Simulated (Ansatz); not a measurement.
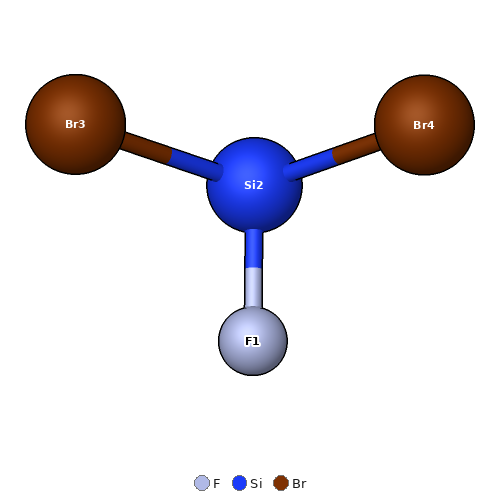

The system is Br2FSi, SMILES F[Si-](Br)Br, charge −1; the picture shows the reference structure. The first coordinate is: umbrella angle at Si2 (between each of its bonds and their common axis; 90 is planar); the second: change of the bonds Si2–F1, Si2–Br3, Si2–Br4, all alike. Nothing is relaxed (all other coordinates rigid). The scan uses a 15 × 15 grid; 120 points were computed and 105 follow by symmetry. Points are written as (first, second). All energies are given in kJ/mol relative to the lowest grid point. Computed with RKS PBE0-D4/def2-SVPD in Ansatz 0.2.0.

Its coordinates:

```
atom    x (Å)    y (Å)    z (Å)
   F   1.1983  -0.3250   0.9564
  Si   0.1752  -0.6824  -0.3392
  Br  -1.9000  -0.2635   0.8390
  Br   0.3925   1.4613  -1.4470
```

Range: umbrella angle at Si2 (between each of its bonds and their common axis; 90 is planar) from 47.9 to 132.1°; change of the bonds Si2–F1, Si2–Br3, Si2–Br4, all alike from −0.240 to 0.370 Å.

Predict the map.

The lowest grid point is at (59.9°, 0.022 Å); the map holds 2 wells of about this depth. It is the only kind of minimum in the scanned range. The highest grid point, (90.0°, −0.240 Å), lies 441 kJ/mol above the lowest. On the interpolated surface the easiest way out of the lowest well to a well of about the same depth near (120.1°, 0.022 Å) passes a barrier of about 158 kJ/mol. Round the minimum the two coordinates are nearly uncoupled.

| second ↓, first → | 47.9 | 53.9 | 59.9 | 65.9 | 71.9 | 78.0 | 84.0 | 90.0 | 96.0 | 102.0 | 108.1 | 114.1 | 120.1 | 126.1 | 132.1 |
| --- | --- | --- | --- | --- | --- | --- | --- | --- | --- | --- | --- | --- | --- | --- | --- |
| 0.370 | 214 | 174 | 159 | 161 | 175 | 195 | 213 | 221 | 213 | 195 | 175 | 161 | 159 | 174 | 214 |
| 0.327 | 187 | 146 | 132 | 135 | 151 | 174 | 194 | 203 | 194 | 174 | 151 | 135 | 132 | 146 | 187 |
| 0.283 | 162 | 119 | 104 | 109 | 128 | 154 | 177 | 187 | 177 | 154 | 128 | 109 | 104 | 119 | 162 |
| 0.240 | 139 | 94 | 79 | 86 | 108 | 137 | 163 | 174 | 163 | 137 | 108 | 86 | 79 | 94 | 139 |
| 0.196 | 119 | 70 | 56 | 65 | 89 | 122 | 152 | 164 | 152 | 122 | 89 | 65 | 56 | 70 | 119 |
| 0.152 | 103 | 50 | 36 | 46 | 74 | 111 | 145 | 158 | 145 | 111 | 74 | 46 | 36 | 50 | 103 |
| 0.109 | 92 | 34 | 19 | 31 | 62 | 104 | 142 | 157 | 142 | 104 | 62 | 31 | 19 | 34 | 92 |
| 0.065 | 86 | 23 | 7 | 20 | 55 | 102 | 144 | 162 | 144 | 102 | 55 | 20 | 7 | 23 | 86 |
| 0.022 | 87 | 18 | 0 | 15 | 53 | 105 | 153 | 173 | 153 | 105 | 53 | 15 | 0 | 18 | 87 |
| −0.022 | 97 | 21 | 0 | 16 | 57 | 115 | 168 | 191 | 168 | 115 | 57 | 16 | 0 | 21 | 97 |
| −0.065 | 117 | 32 | 8 | 25 | 69 | 132 | 192 | 218 | 192 | 132 | 69 | 25 | 8 | 32 | 117 |
| −0.109 | 150 | 55 | 27 | 43 | 90 | 159 | 225 | 255 | 225 | 159 | 90 | 43 | 27 | 55 | 150 |
| −0.152 | 198 | 91 | 58 | 73 | 122 | 195 | 269 | 302 | 269 | 195 | 122 | 73 | 58 | 91 | 198 |
| −0.196 | 266 | 145 | 106 | 119 | 169 | 246 | 327 | 364 | 327 | 246 | 169 | 119 | 106 | 145 | 266 |
| −0.240 | 357 | 220 | 173 | 183 | 232 | 312 | 400 | 441 | 400 | 312 | 232 | 183 | 173 | 220 | 357 |

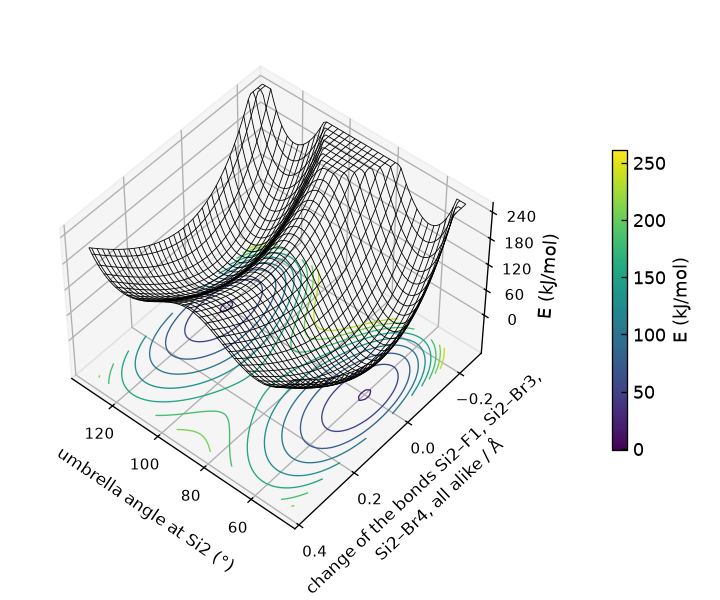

The picture shows a relief with its contours projected below, any walls above the top of the colour scale cut off. Between grid points the surface is interpolated.

The whole map (120 points run) took 29 min on 1 thread of Arm Neoverse N1, on a shared host.
